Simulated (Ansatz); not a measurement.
# doublet CH2AlNO+ at 6 levels

Aim: a comparison of 6 runs (UB3LYP/6-31G*, U-revPBE/6-311+G**, USVWN5/6-311+G**, UMP2/6-311+G**, UCCSD/6-311+G**) of doublet CH2AlNO+. 

Program for the calculation: Ansatz 0.2.0.

69 further runs of the same task are left out: 69 set aside as unsound or not needed. Runs told in other sessions of the task aren't counted.

### Step 1. Starting point

CH2AlNO+: 6 atoms, total charge +1, spin state doublet. SMILES of the parent species: `O=C=[N][AlH2]`. The coordinates come from a PBE0-D4/def2-TZVP relaxation. That shape belongs to the parent species and isn't relaxed for this state.

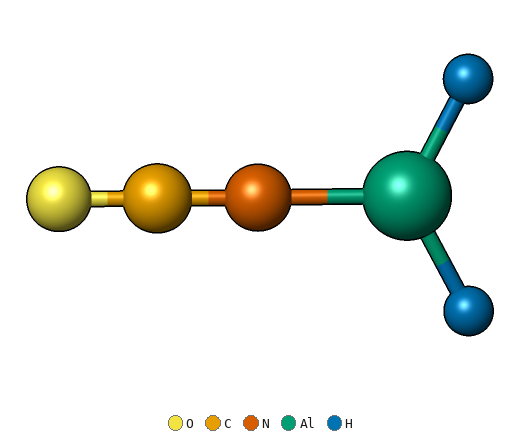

Viewed from a chosen angle; oxygen yellow, carbon amber, nitrogen orange, aluminium teal, hydrogen blue.

### Step 2. The energy at UB3LYP/6-31G(d) (spherical functions) (run 1)

Input file in.yaml:

```yaml
crystal:
  periodic: [false, false, false]
  atoms:
    - {symbol: O, position_ang: [1.702300, -2.146700, 0.966300]}
    - {symbol: C, position_ang: [1.019700, -1.287700, 0.572500]}
    - {symbol: "N", position_ang: [0.319600, -0.406900, 0.168300]}
    - {symbol: Al, position_ang: [-0.716100, 0.900800, -0.422500]}
    - {symbol: H, position_ang: [-1.263800, 0.785800, -1.894800]}
    - {symbol: H, position_ang: [-1.019700, 2.090500, 0.564100]}
basis:
  gaussian: {orbitals: 6-31G_st_-spherical.json}
total_charge: 1
magnetization: {spin_polarized: true, initial_magnetization: 1}
hamiltonian: {xc: {name: B3LYP}}
accuracy: high
output: {orbitals: {seedname: orbitals}}
```

The basis set 6-31G* is read from a file made from the Basis Set Exchange's data (not shown).

Run with:

```console
$ ansatz run in.yaml --threads 1 --pin off --max-ram 2610MiB --events-out events.jsonl --progress --plain --runs-dir runs
```

The log of the run:

```text
Warning: RAYON_NUM_THREADS=1 ignored (pool sized by the plan → 1); use --threads N
Functional definition: B3LYP
  name "B3LYP"
  parameter a0 = 0.2
  parameter ax = 0.72
  parameter ac = 0.81
  exchange = (1 - a0 - ax)*slater_x + ax*b88_x + a0*exact_x
  correlation = (1 - ac)*vwn_rpa_c + ac*lyp_c
1297 factors; integrals over basis functions are off by at most 3.5e-9 eV
mean field evaluation 1: about -11179.2298 eV, gradient 5.7e1 eV
mean field evaluation 2: about -11071.6769 eV, gradient 1.2e2 eV
mean field evaluation 4: about -11191.3256 eV, gradient 2.2e1 eV
mean field evaluation 8: about -11193.8680 eV, gradient 3.5e-1 eV
mean field evaluation 16: about -11194.0198 eV, gradient 2.2e-3 eV
mean field evaluation 32: about -11193.8632 eV, gradient 1.3e0 eV
mean field -11194.01976675 eV, -411.3726388490 hartree, gradient 6.5e-8 eV, S^2 0.763907; 2 other end points of the search recorded, 0 dependent functions left out
reference -11194.01980412 eV, -411.3726402224 hartree; 18, 17 occupied and 46, 47 virtual orbitals, 1297 factors
Total energy: -11194.01980412 eV, -411.3726402224 hartree
```

Run time: 7.5 s. Hardware: 1 thread of Arm Neoverse V2, shared host; peak memory 0.24 GiB.

### Step 3. A single-point energy at UB3LYP/6-31G(d) (Cartesian functions) (run 2)

Input file input.yaml:

```yaml
crystal:
  periodic: [false, false, false]
  atoms:
    - {symbol: O, position_ang: [1.702300, -2.146700, 0.966300]}
    - {symbol: C, position_ang: [1.019700, -1.287700, 0.572500]}
    - {symbol: N, position_ang: [0.319600, -0.406900, 0.168300]}
    - {symbol: Al, position_ang: [-0.716100, 0.900800, -0.422500]}
    - {symbol: H, position_ang: [-1.263800, 0.785800, -1.894800]}
    - {symbol: H, position_ang: [-1.019700, 2.090500, 0.564100]}
basis:
  gaussian: {orbitals: "6-31G*"}
total_charge: 1
magnetization: {spin_polarized: true, initial_magnetization: 1}
hamiltonian: {xc: {name: B3LYP}}
accuracy: high
output: {orbitals: {seedname: orbitals}}
```

Run with:

```console
$ ansatz run input.yaml --threads 1 --pin off --max-ram 2610MiB --events-out events.jsonl --progress --plain --runs-dir runs
```

The log of the run:

```text
Warning: RAYON_NUM_THREADS=1 ignored (pool sized by the plan → 1); use --threads N
Functional definition: B3LYP
  name "B3LYP"
  parameter a0 = 0.2
  parameter ax = 0.72
  parameter ac = 0.81
  exchange = (1 - a0 - ax)*slater_x + ax*b88_x + a0*exact_x
  correlation = (1 - ac)*vwn_rpa_c + ac*lyp_c
1321 factors; integrals over basis functions are off by at most 3.3e-9 eV
mean field evaluation 1: about -11179.3419 eV, gradient 5.9e1 eV
mean field evaluation 2: about -11071.4340 eV, gradient 1.2e2 eV
mean field evaluation 4: about -11191.4022 eV, gradient 2.2e1 eV
mean field evaluation 8: about -11194.0618 eV, gradient 3.4e-1 eV
mean field evaluation 16: about -11194.1440 eV, gradient 1.8e-3 eV
mean field evaluation 32: about -11194.1440 eV, gradient 1.5e-8 eV
mean field -11194.14404187 eV, -411.3772058752 hartree, gradient 1.5e-8 eV, S^2 0.763882; 2 other end points of the search recorded, 0 dependent functions left out
reference -11194.14407920 eV, -411.3772072473 hartree; 18, 17 occupied and 50, 51 virtual orbitals, 1321 factors
Total energy: -11194.14407920 eV, -411.3772072473 hartree
```

Run time: 7.8 s. Hardware: 1 thread of Arm Neoverse V2, shared host; peak memory 0.25 GiB.

Runs 3 to 5 aren't shown in full; the table further down has their settings and results.

### Step 4. A single-point energy at UCCSD/6-311+G(d,p) (run 6)

Input file run.yaml:

```yaml
crystal:
  periodic: [false, false, false]
  atoms:
    - {symbol: O, position_ang: [1.702300, -2.146700, 0.966300]}
    - {symbol: C, position_ang: [1.019700, -1.287700, 0.572500]}
    - {symbol: "N", position_ang: [0.319600, -0.406900, 0.168300]}
    - {symbol: Al, position_ang: [-0.716100, 0.900800, -0.422500]}
    - {symbol: H, position_ang: [-1.263800, 0.785800, -1.894800]}
    - {symbol: H, position_ang: [-1.019700, 2.090500, 0.564100]}
basis:
  gaussian: {orbitals: 6-311+G_st__st_-spherical.json}
total_charge: 1
magnetization: {spin_polarized: true, initial_magnetization: 1}
correlation: {method: ccsd, frozen_orbitals: {Al: 5, C: 1, H: 0, "N": 1, O: 1}}
accuracy: high
scf: {omitted_lower_state_checks: [cluster_reference, increment]}
```

The basis set 6-311+G** is read from a file made from the Basis Set Exchange's data (not shown).

Run with:

```console
$ ansatz run run.yaml --threads 1 --pin off --max-ram 2610MiB --events-out events.jsonl --progress --plain --runs-dir runs
```

The log of the run, shortened:

```text
Warning: RAYON_NUM_THREADS=1 ignored (pool sized by the plan → 1); use --threads N
Functional definition: HF
  name "HF"
[...]
1784 factors; integrals over basis functions are off by at most 4.2e-9 eV
[...]
mean field -11156.82536930 eV, -410.0057699538 hartree, gradient 2.4e-8 eV, S^2 0.911966; 8 other end points of the search recorded, 0 dependent functions left out
8 core orbitals not correlated: weight in the atoms' cores, before any rotation towards them, 1.000 or more for the frozen orbitals, at most 0.000 for the correlated occupied ones
reference -11156.82536930 eV, -410.0057699538 hartree; 10, 9 occupied and 90, 91 virtual orbitals, 1784 factors
second order -13.39001538 eV of doubles, -0.00000000 eV of singles
cycle   1  -13.61179715 eV  change   -2.2e-1 eV  update   1.3e-1
[...]
cycle  30  -14.56052719 eV  change   1.5e-10 eV  update  8.4e-10
Total energy: -11171.38589649 eV, -410.5408594586 hartree
Checks for a lower state left out: cluster_reference, increment
```

It took 85 s on 1 thread of Arm Neoverse V2, shared host; peak memory 1.6 GiB.

### Step 5. Overview of the runs

```csv
run,level,Cartesian functions,frozen core orbitals,energy (Eh),HOMO energy (eV),LUMO energy (eV),⟨S²⟩,wall time
1,UB3LYP/6-31G* (spherical functions),no,–,-411.372640,-14.72,-12.72,0.764,7.5 s
2,UB3LYP/6-31G* (Cartesian functions),yes,–,-411.377207,-14.73,-12.72,0.764,7.8 s
3,U-revPBE/6-311+G**,no,–,-411.340739,-13.83,-13.09,0.756,13 s
4,USVWN5/6-311+G**,no,–,-409.056977,-13.94,-13.30,0.754,7.2 s
5,UMP2/6-311+G**,no,8,-410.497844,–,–,0.912,28 s
6,UCCSD/6-311+G**,no,8,-410.540859,–,–,0.912,85 s
```

### Step 6. Outcome

```
                                          quantity          value
                               run 6: total energy  -410.54086 Eh
run 6: correlation energy (8 core orbitals frozen)     -535.1 mEh
          run 6: ⟨S²⟩ of the reference determinant          0.912
                              run 6: T1 diagnostic          0.051
```

**Reading.** Totals of different functionals can't be ranked against each other. Spin contamination of the reference: run 5 ⟨S²⟩ = 0.91, run 6 ⟨S²⟩ = 0.91. All runs together took 2.5 min, the longest 85 s.
